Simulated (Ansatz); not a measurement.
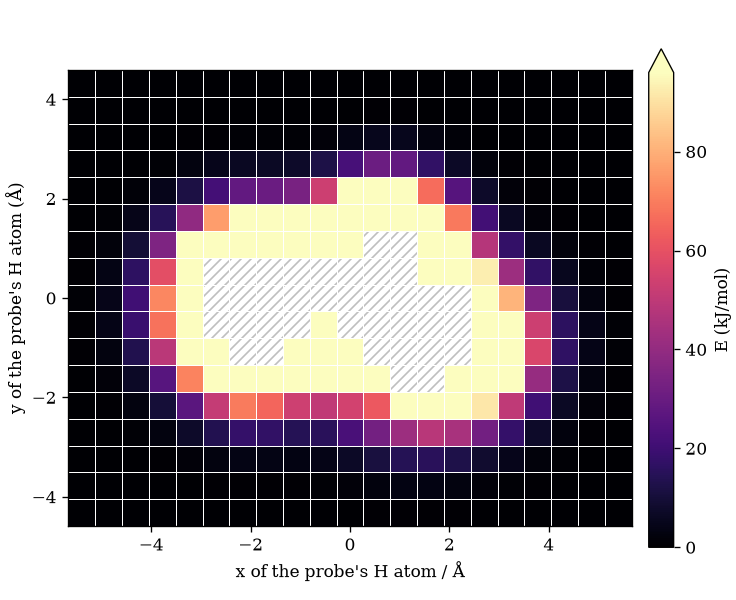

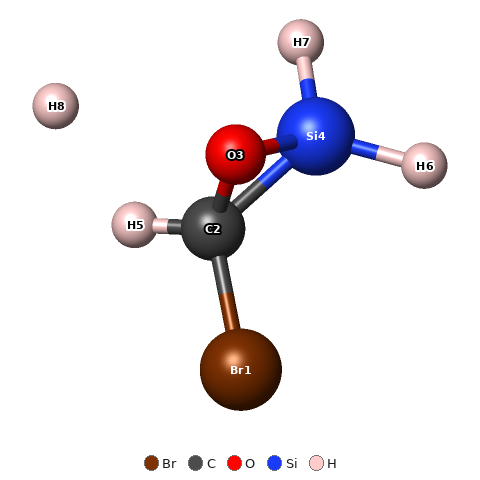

Energy landscape of CH₃BrOSi (SMILES BrC1O[SiH2]1) with the probe H. 
- The probe is moved over the molecule's main plane.
- The first coordinate is: x of the probe's H atom; the second: y of the probe's H atom.
- Nothing is relaxed (molecule and probe rigid).
- The grid has 21 × 17 points. At 37 points there is no value (left out of the scan, as a rule where atoms come close).
- Points are written as (first, second).
- All energies are given in kJ/mol relative to the lowest grid point.
- Energies and slopes of some neighbouring points disagree (a jump in structure or state, or too coarse a mesh).
- Theory: Ansatz 0.2.0, UHF/def2-SVP.

The picture shows one coloured cell a grid point, one colour for all values above the top of the scale, hatched blanks where no value was computed. The second picture is the structure at the lowest point.

Q: Where are the lowest and the highest points?

A: The lowest grid point is at (0.54 Å, 4.32 Å) [nearest 1 O at 3.49 Å]. It lies on the edge of the grid, but the force there points inwards, so the minimum lies inside the range. The highest grid point, (0.00 Å, 1.08 Å) [nearest 1 O at 0.79 Å], lies 595 kJ/mol above the lowest.

Each point was launched as `ansatz run input.yaml --threads 1 --pin off --max-ram 2560MiB --backend cpu --events-out ev --progress --plain --runs-dir out`. The whole map (320 points run) took 19 min on 1 thread of Arm Neoverse V2, with other jobs on the host.
